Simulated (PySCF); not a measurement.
SMILES [I][InH][I] (HI₂In), singlet at its PBE0/def2-SVP optimised geometry (Å):

```
4

In    -0.1359    -0.0033     0.0000
H      1.5777    -0.0033     0.0000
I     -1.5685     2.2478     0.0000
I     -1.5777    -2.2478    -0.0015
```

Method: PBE0/def2-TZVP, def2 effective core potentials past Kr in PySCF. The core electrons that the potentials of I, In replace are not part of the density.

Map of the log10 of the electron density (e/bohr³), floored at −4 on the plane z = 1.0 Å:

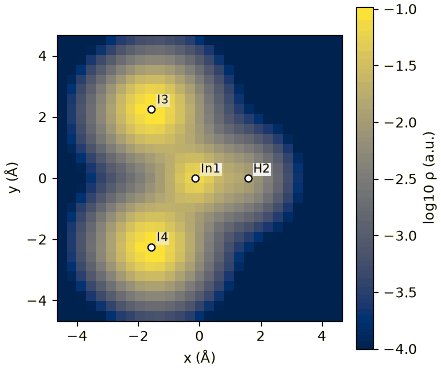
Figure. Log10 of the electron density (e/bohr³), floored at −4 on the plane z = 1.0 Å.
